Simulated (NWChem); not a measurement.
**One shape, several levels: C2H2F2O (SMILES FC1OC1F)**

We compute a comparison of 5 runs (HF/STO-3G, HF/3-21G, B3LYP/6-31G*, MP2/6-31+G*) of C2H2F2O. 

Program for the calculation: NWChem 7.3.0.

### Step 1. The system as given

The species is C2H2F2O (7 atoms), meant as a singlet with charge 0. SMILES: `FC1OC1F`. The coordinates come from a PBE0-D4/def2-TZVP relaxation.

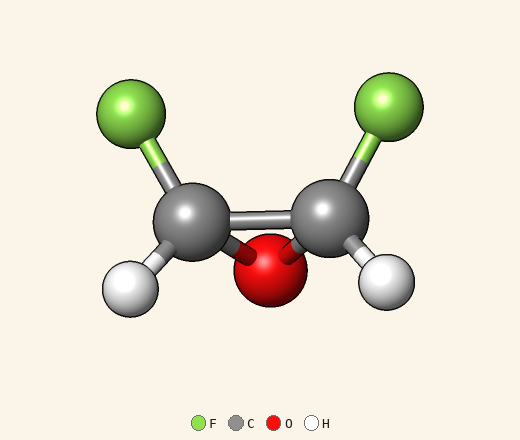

Viewed from a chosen angle; fluorine green, carbon grey, oxygen red, hydrogen white.

### Step 2. Energy and gradient at HF/STO-3G (run 1)

Input file run.xyz:

```xyz
7
C2H2F2O
F     -1.664000     0.243600     0.558700
C     -0.421700    -0.262000     0.552400
O     -0.074300    -0.991300    -0.585800
C      0.527200     0.256600    -0.415700
F      0.116200     1.216500    -1.257500
H     -0.164000    -0.696100     1.514300
H      1.606300     0.271400    -0.291800
```

Input file run.py:

```python
from ase.io import read
from ase.calculators.nwchem import NWChem

atoms = read('run.xyz')

calc = NWChem(
    label='run',
    theory='scf',
    memory='2200 mb',
    basis='STO-3G',
    basispar='spherical bse',
    scf={'nopen': '0', 'rhf': None, 'thresh': '1e-08', 'maxiter': '80'},
)
atoms.calc = calc

forces = atoms.get_forces()
print(f"energy = {atoms.get_potential_energy():.6f} eV")
print("forces (eV/A):")
for s, f in zip(atoms.symbols, forces):
    print(f"{s:2s} {f[0]:10.5f} {f[1]:10.5f} {f[2]:10.5f}")
print("dipole (e A):", atoms.get_dipole_moment().round(4))
```

Launch:

```sh
$ export ASE_NWCHEM_COMMAND="nwchem PREFIX.nwi > PREFIX.nwo"
$ python run.py
```

The log of the run:

```text
energy = -9410.676164 eV
forces (eV/A):
F    -1.61388    0.70217    0.01003
C    -0.88554   -0.60215    2.43900
O    -0.35353   -2.31713   -1.58627
C     2.27959    1.12830   -0.78984
F    -0.55356    1.28221   -1.07194
H     0.58523   -0.08454    0.47643
H     0.54173   -0.10886    0.52250
dipole (e A): [0.2933 0.0161 0.2961]
```

The calculator wrote run.nwi:

```
title "run"

permanent_dir run

scratch_dir run

start run

geometry units angstrom nocenter noautosym noautoz
  F  -1.6639999999999999e+00 2.4360000000000001e-01 5.5869999999999997e-01
  C  -4.2170000000000002e-01 -2.6200000000000001e-01 5.5240000000000000e-01
  O  -7.4300000000000005e-02 -9.9129999999999996e-01 -5.8579999999999999e-01
  C  5.2720000000000000e-01 2.5659999999999999e-01 -4.1570000000000001e-01
  F  1.1620000000000000e-01 1.2164999999999999e+00 -1.2575000000000001e+00
  H  -1.6400000000000001e-01 -6.9610000000000005e-01 1.5143000000000000e+00
  H  1.6063000000000001e+00 2.7139999999999997e-01 -2.9180000000000000e-01
end

memory 2200 mb

basis spherical bse noprint
   * library STO-3G
end

scf
  nopen 0
  rhf
  thresh 1e-08
  maxiter 80
end

task scf gradient
```

run.nwo:

```text
Northwest Computational Chemistry Package (NWChem) 7.3.0
             --------------------------------------------------------

           Job information
           ---------------

    nwchem branch   = 7.3.0
    use scalapack   = T
    input           = run.nwi
    prefix          = run.
    data base       = run/run.db
    status          = startup
    nproc           =        1

           Memory information
           ------------------

[... 5 lines left out ...]
    hardfail = no
[... 142 lines left out ...]
         Quadratically convergent ROHF
[... 15 lines left out ...]
       Final RHF  results
[... 4 lines left out ...]
      Two-electron energy =    318.518326313456
[... 36 lines left out ...]
                       ROHF Final Molecular Orbital Analysis
[... 202 lines left out ...]
                 ----------------------------------------
                 |  Time  |  1-e(secs)   |  2-e(secs)   |
                 ----------------------------------------
                 |  CPU   |       0.00   |       0.37   |
                 ----------------------------------------
                 |  WALL  |       0.00   |       0.37   |
                 ----------------------------------------

 Task  times  cpu:        2.8s     wall:        2.8s
 Total times  cpu:        2.9s     wall:        2.9s
```

Run time: 5.1 s. Hardware: 1 thread of AMD EPYC 7R43 (Zen 3), shared host; peak memory 0.092 GiB.

### Step 3. Energy and gradient at HF/3-21G (run 2)

Input file c2h2f2o.nw:

```
start c2h2f2o
title "C2H2F2O gradient"
memory 2200 mb
geometry units angstroms noautosym nocenter noautoz
  F     -1.664000     0.243600     0.558700
  C     -0.421700    -0.262000     0.552400
  O     -0.074300    -0.991300    -0.585800
  C      0.527200     0.256600    -0.415700
  F      0.116200     1.216500    -1.257500
  H     -0.164000    -0.696100     1.514300
  H      1.606300     0.271400    -0.291800
end
basis spherical bse
  * library 3-21G
end
scf
  singlet
  rhf
  thresh 1e-08
  maxiter 80
end
task scf gradient
```

Launch:

```sh
$ nwchem c2h2f2o.nw > c2h2f2o.out
```

The log of the run:

```text
[...]
  functions       =    49
[...]
  wavefunction    = RHF
[...]
         Total SCF energy =   -348.638637150896
      One-electron energy =   -849.703386197267
      Two-electron energy =    316.056770346514
 Nuclear repulsion energy =    185.007978699856
        Time for solution =      2.3s
[...]
                         RHF ENERGY GRADIENTS
    atom               coordinates                        gradient
                 x          y          z           x          y          z
   1 F      -3.144504   0.460337   1.055790    0.015977  -0.008148   0.000195
   2 C      -0.796897  -0.495108   1.043885   -0.008055   0.000474  -0.035002
   3 O      -0.140407  -1.873285  -1.107001    0.003154   0.037980   0.023417
   4 C       0.996264   0.484904  -0.785559   -0.031910  -0.012567  -0.010667
   5 F       0.219586   2.298852  -2.376330    0.006295  -0.013446   0.010073
   6 H      -0.309915  -1.315438   2.861612   -0.001217  -0.006787   0.014662
   7 H       3.035467   0.512872  -0.551422    0.015756   0.002495  -0.002678
[...]
```

It took 4.2 s on 1 thread of AMD EPYC 7R43 (Zen 3), shared host; peak memory 0.094 GiB.

Runs 3 to 4 aren't shown in full; the table further down has their settings and results.

### Step 4. Energy and forces at MP2/6-31+G(d) (spherical functions) (run 5)

Input file geom.nw:

```
start geom
title "C2H2F2O"
memory stack 880 mb heap 220 mb global 1100 mb

geometry units angstrom noautosym nocenter noautoz
  F       -1.664000       0.243600       0.558700
  C       -0.421700      -0.262000       0.552400
  O       -0.074300      -0.991300      -0.585800
  C        0.527200       0.256600      -0.415700
  F        0.116200       1.216500      -1.257500
  H       -0.164000      -0.696100       1.514300
  H        1.606300       0.271400      -0.291800
end

basis spherical bse
  F library 6-31+G*
  C library 6-31+G*
  O library 6-31+G*
  H library 6-31+G*
end

scf
  singlet
  rhf
  thresh 1e-08
  maxiter 80
  noprint "final vectors analysis"
end

mp2
  freeze core 5
  tight
end

task mp2 gradient
```

Launch:

```sh
$ nwchem geom.nw > geom.out
```

The log of the run:

```text
[...]
  functions       =    94
[...]
  wavefunction    = RHF
[...]
         Total SCF energy =   -350.590291756889
      One-electron energy =   -852.256661336511
      Two-electron energy =    316.658390879766
 Nuclear repulsion energy =    185.007978699856
        Time for solution =     33.6s
[...]
          Total MP2 energy          -351.369239969070
[...]
                         mp2 ENERGY GRADIENTS
    atom               coordinates                        gradient
                 x          y          z           x          y          z
   1 F      -3.144504   0.460337   1.055790    0.019523  -0.008338  -0.000512
   2 C      -0.796897  -0.495108   1.043885   -0.013349   0.000568  -0.013617
   3 O      -0.140407  -1.873285  -1.107001    0.001745   0.022696   0.013851
   4 C       0.996264   0.484904  -0.785559   -0.014070   0.000170  -0.012881
   5 F       0.219586   2.298852  -2.376330    0.006283  -0.015581   0.012998
   6 H      -0.309915  -1.315438   2.861612    0.000325   0.000453  -0.000306
   7 H       3.035467   0.512872  -0.551422   -0.000458   0.000032   0.000468
[...]
```

Wall time 83 s (1 thread of AMD EPYC 7R43 (Zen 3), shared host); peak memory 0.35 GiB.

### Step 5. Overview of the runs

| run | level | iteration cap | module | energy (Eh) | dipole moment (D) | HOMO energy (eV) | LUMO energy (eV) | wall time |
| --- | --- | --- | --- | --- | --- | --- | --- | --- |
| 1 | HF/STO-3G | 80 | scf | -345.835973 | 2.00 | -9.76 | 12.12 | 5.1 s |
| 2 | HF/3-21G | 80 | scf | -348.638637 | 3.60 | -12.75 | 7.28 | 4.2 s |
| 3 | B3LYP/6-31G* (spherical functions) | 100 | dft | -352.253938 | 2.52 | -8.31 | 2.84 | 45 s |
| 4 | B3LYP/6-31G* (Cartesian functions) | 100 | dft | -352.258346 | 2.52 | -8.33 | 2.83 | 51 s |
| 5 | MP2/6-31+G* (spherical functions) | 80 | mp2 | -351.369240 | 3.08 | – | – | 83 s |

### Step 6. Summary of results

```
                                                      quantity          value
                                           run 5: total energy  -351.36924 Eh
run 5: dipole moment (of the density that the program reports)         3.08 D
            run 5: correlation energy (5 core orbitals frozen)     -778.9 mEh
                               run 5: largest force on an atom     1.370 eV/Å
```

In words: The dipole moment (its size) runs from 2.00 D (HF/STO-3G) to 3.60 D (HF/3-21G). Over runs 1, 2, 3, 4 the HOMO–LUMO gap runs from 11.16 eV (B3LYP/6-31G*) to 21.88 eV (HF/STO-3G). The two ends differ in method and basis. In run 1 the basis is minimal, so the values are rough. All runs together took 3.1 min, the longest 83 s.
